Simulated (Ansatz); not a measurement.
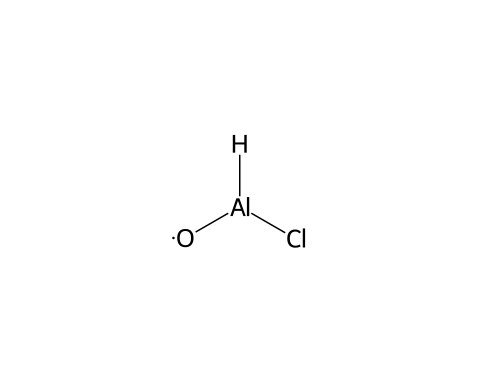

A structural formula. The species is neutral and a spin doublet.

Write the SMILES.

Answer. [O][AlH][Cl]

Give the formula, hydrogens included.

Answer. AlClHO.

An optimisation with PBE0-D4/def2-TZVP gave a structure of which point group?

Answer. Cs.

The parts below concern this one geometry. Atoms keep their numbers from picture to picture. The computed structure is the end point of a PBE0-D4/def2-TZVP optimisation.

Vibrations

Harmonic vibrations computed with UKS PBE0-D4/def2-TZVP (Ansatz 0.2.0) at a stationary point of the same level.

List the wavenumbers.

Answer. 6 modes: 170, 455, 528, 588, 823, 2005 cm⁻¹.

Dipole moment

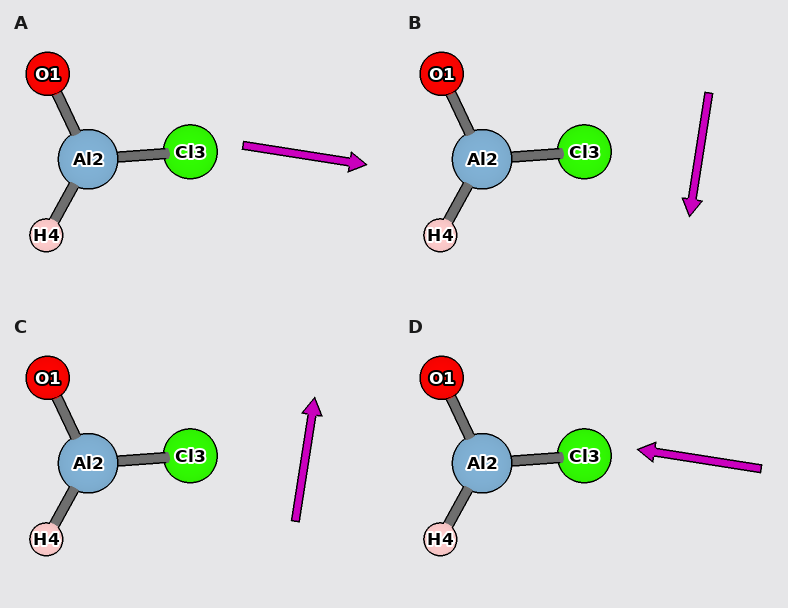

The same molecule four times, each with an arrow. Level of theory: UKS PBE0-D4/def2-TZVP (Ansatz 0.2.0).

Which arrow points along the dipole moment, from the negative to the positive end?

Answer. B. The dipole moment is 1.41 D; it points from the side of O1 to the side of H4 (the outermost atoms at the two ends).

Charges

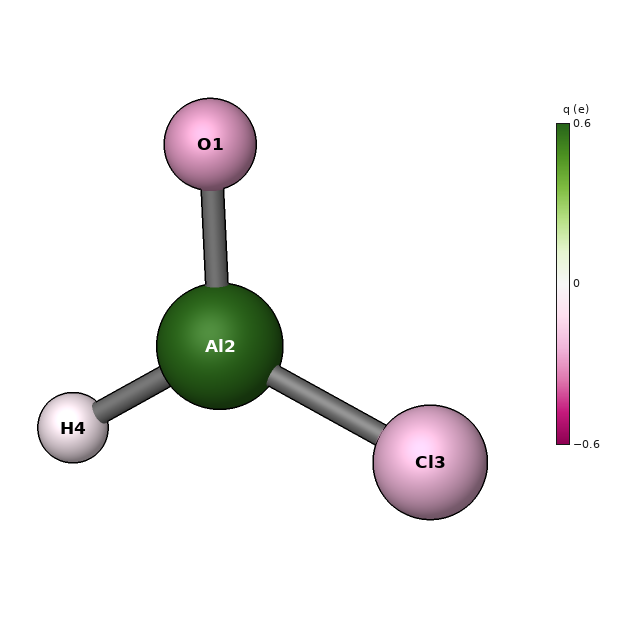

Atoms are coloured by their Mulliken charges. Level of theory: UKS PBE0-D4/def2-TZVP (Ansatz 0.2.0).

Which atom carries the highest charge (most positive or least negative)?

Answer. Al2 (0.58 e).

And the lowest?

Answer. O1 (−0.28 e).

List the Mulliken charges.

| atom | value (e) |
| --- | --- |
| O1 | −0.28 |
| Al2 | 0.58 |
| Cl3 | −0.24 |
| H4 | −0.07 |

Mulliken values depend strongly on the basis set and can even reverse the polarity of a bond.
